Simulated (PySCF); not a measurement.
System: C₅H₇GeNS, SMILES [SH][GeH2][c]1ccncc1, singlet.

Simulated rotational absorption lines between 2 and 8 GHz at 1.5 K: rigid rotor with the equilibrium constants and dipole of one optimised conformer (PBE0-D3(BJ)/def2-SVP, PySCF), commonest isotopes; no centrifugal distortion, hyperfine structure, internal rotation or nuclear-spin weights; lines within 1 MHz of each other are summed. Lines of different type are drawn apart.

### What are the rotational constants, and what kind of rotor is it?

Rotational constants A, B, C = 2.902, 0.6788, 0.5629 GHz; Ray's κ = −0.90, a near-prolate asymmetric top.

### Assign the strongest lines, as J(Ka,Kc).

```csv
GHz,upper,lower,type,relative intensity
7.66,"5(1,5)","4(0,4)",b,1.00
6.68,"4(1,4)","3(0,3)",b,0.73
7.16,"7(0,7)","6(1,6)",b,0.73
7.30,"6(0,6)","5(0,5)",a,0.67
7.76,"6(1,5)","5(1,4)",a,0.66
7.07,"6(1,6)","5(1,5)",a,0.59
```

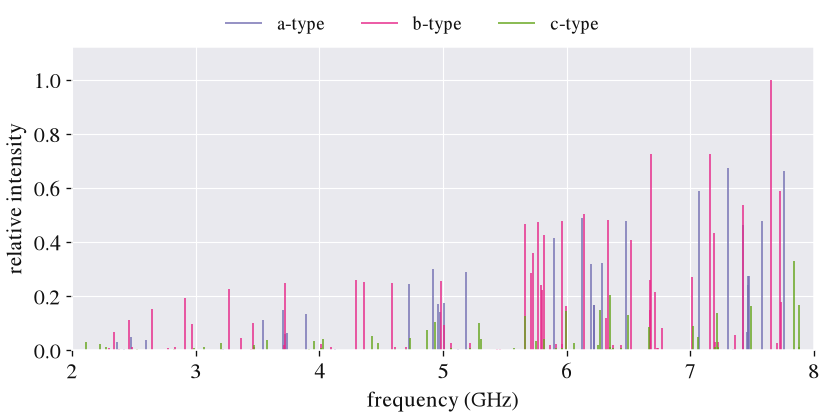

Known limits of this run: coarse grid, loose stop and no frequency check, small forces are noise and the end may be a saddle.
